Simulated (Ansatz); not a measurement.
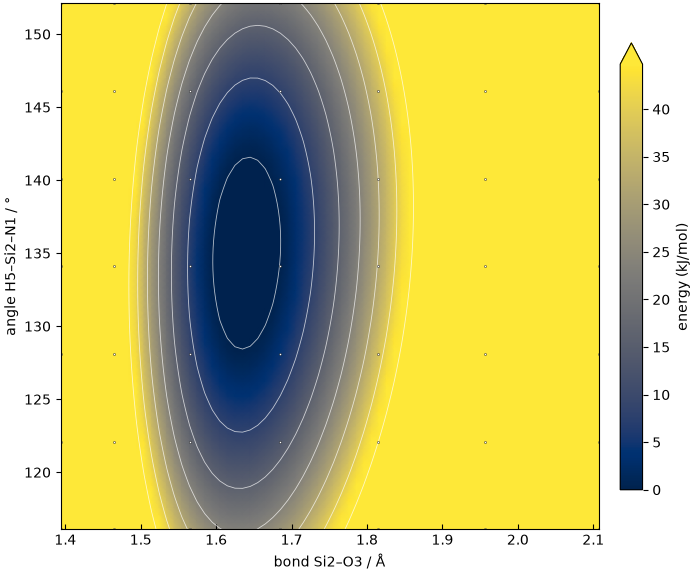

H₃NOSi, SMILES N=[SiH]O. Two internal coordinates are moved rigidly from the geometry relaxed at PBE0-D4/def2-TZVP, all others fixed. The first coordinate is: bond Si2–O3; the second: angle H5–Si2–N1. The scan uses a 7 × 7 grid. Points are written as (first, second). Energies: kJ/mol, counted from the lowest grid point. Theory: RKS PBE-D4/def2-TZVPP (Ansatz).

In the figure: a smooth colour map with a few white contour lines, dots at the grid points, one colour for all values above the top of the scale. Between grid points the surface is interpolated.

Question: Estimate the position of the minimum and the force constants in these coordinates.

Answer: The interpolated minimum is at bond Si2–O3 ≈ 1.640 Å, angle H5–Si2–N1 ≈ 135.1°. The curvatures there are about 33 eV/Å² and 5.2 eV/rad², with a cross term of about −1.3 eV/(Å·rad). Round the minimum the two coordinates are weakly coupled (coupling −0.10 in units of the two stiffnesses). (1 eV is 96.5 kJ/mol.)
